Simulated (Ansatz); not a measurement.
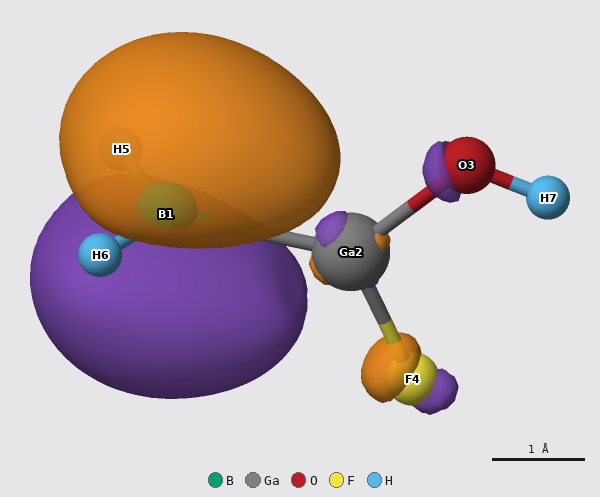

BFGaH3O (SMILES [BH2][Ga]([OH])[F]). One frontier orbital at ±0.1 Å⁻³ᐟ² (orange and purple are the two phases), seen at a tilt.

Computed with Ansatz, RKS PBE0/def2-SVP.

The calculation's input:

```
crystal:
  periodic: [false, false, false]
  atoms:
    - { symbol: B, position_ang: [-0.95161, 1.21585, -0.30465] }
    - { symbol: Ga, position_ang: [0.04329, -0.55063, 0.03834] }
    - { symbol: O, position_ang: [1.72144, -0.61794, 0.47479] }
    - { symbol: F, position_ang: [-0.69534, -2.17509, -0.07506] }
    - { symbol: H, position_ang: [-0.99255, 1.66318, -1.37905] }
    - { symbol: H, position_ang: [-1.48037, 1.76891, 0.57233] }
    - { symbol: H, position_ang: [2.35514, -1.30428, 0.67331] }
basis:
  gaussian: { orbitals: def2-SVP }
hamiltonian:
  xc: pbe0
relax:
  f_tol: 0.015
  max_steps: 40
output:
  orbitals: {}
```

Command:

```sh
ansatz run input.yaml --threads 1 --pin off --max-ram 2048MiB --backend cpu --events-out ev --progress --plain --runs-dir out
```

The fields are those of the relaxed geometry.

Which orbital is it: HOMO or LUMO?

The LUMO, at −2.90 eV. Its weight (Hirshfeld) is mainly on B1 (about 65 %), Ga2 (about 15 %), H6 (about 5 %) and H5 (about 5 %).
